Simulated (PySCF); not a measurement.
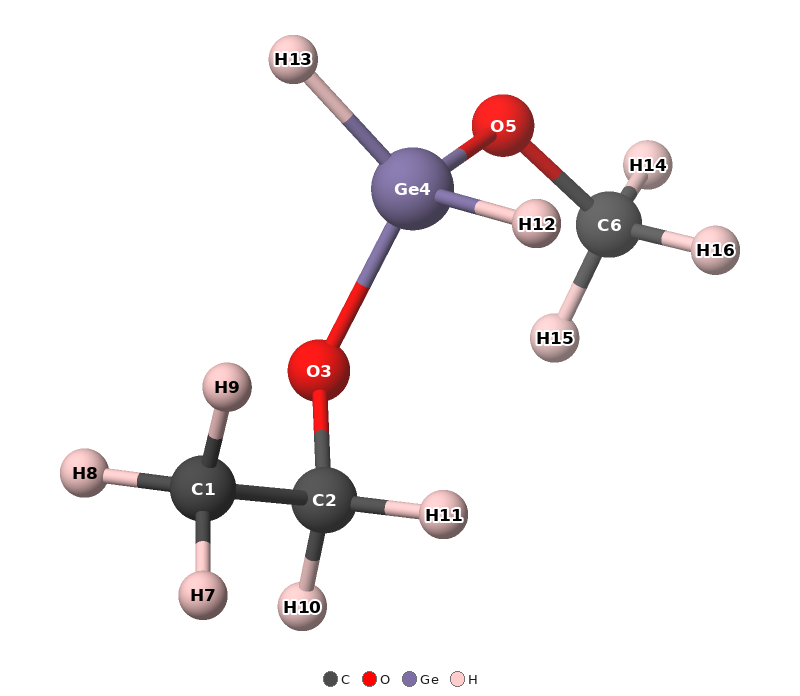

The geometry was computed by an optimisation with PBE0-D3(BJ)/def2-SVP. No frequency run is at hand to confirm it as a minimum. Level of theory: delta-SCF UKS SCAN, pcX-2 on the ionised atom, pcseg-1 elsewhere, spin-free X2C (PySCF 2.14.0).

Give the core-electron binding energies (to vacuum) of C1 1s, C2 1s, O3 1s, O5 1s, C6 1s.

```tsv
atom	level	binding energy (eV)
C1	1s	290.7
C2	1s	292.1
O3	1s	537.4
O5	1s	537.6
C6	1s	292.1
```
